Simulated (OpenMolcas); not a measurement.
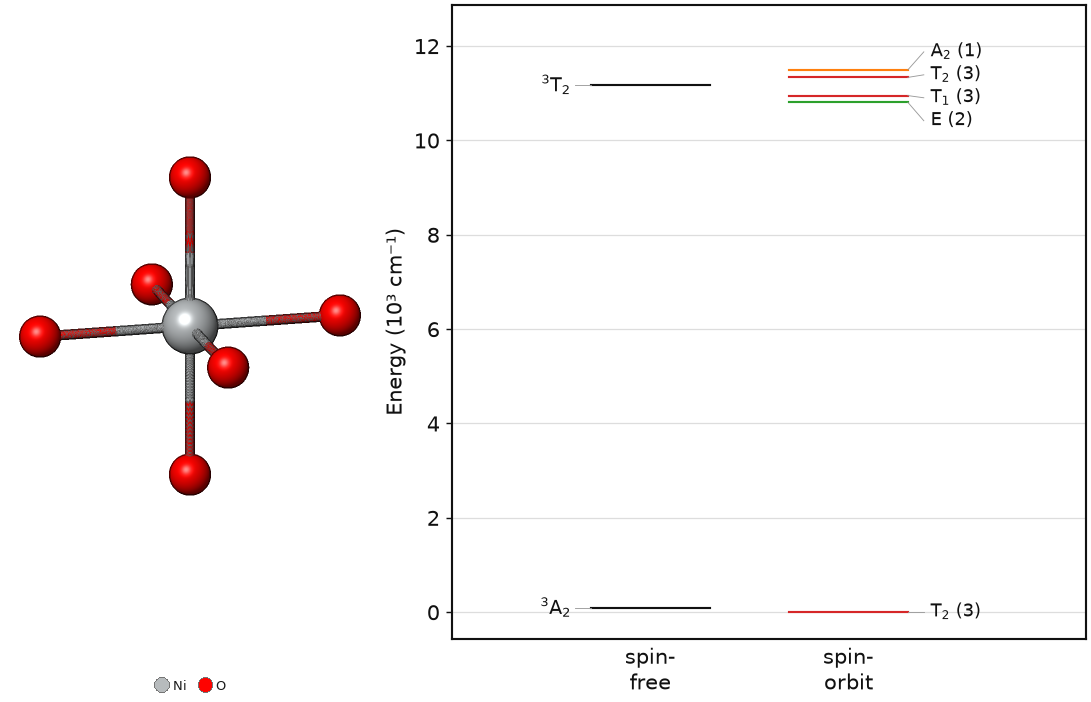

Ni²⁺ (3d⁸) as a dopant in MgO, a cluster with its 6 nearest O²⁻ at 1.945 Å (octahedron) embedded in model potentials and point charges; the geometry was set, not optimised, and its levels. Labels give the representation in O, Td, D4 or D3 as the site allows (double group for half-integer spin) where it could be assigned and, in brackets, the degeneracy; spin-free states, where drawn, share the zero of the spin-orbit levels. The calculation used state-averaged CASSCF, active space 8 electrons in the shell 3d, basis ANO-RCC-VDZP on all atoms, DKH2 scalar Hamiltonian, spin-orbit coupling by RASSI with atomic mean-field integrals (OpenMolcas).

Question: What does the figure show?

Answer: The ground level is T₂, 3-fold degenerate, 100 % from states of spin multiplicity 3. The next level lies at 10,800 cm⁻¹ (E). The lowest spin-free state is ³A₂, from the free-ion F term; of the same spin there follows at 11,100 cm⁻¹ (³T₂) above it. A ligand-field fit to the spin-free states gives |10Dq| = 11,000 cm⁻¹, B = 1,230 and C = 4,490 cm⁻¹ (rms misfit 70 cm⁻¹). The active orbitals hold 91 to 97 % metal character (Löwdin), and the Mulliken charge of the metal is +1.52.

Caveat: the geometry is set by hand, with no relaxation and no charge compensation.
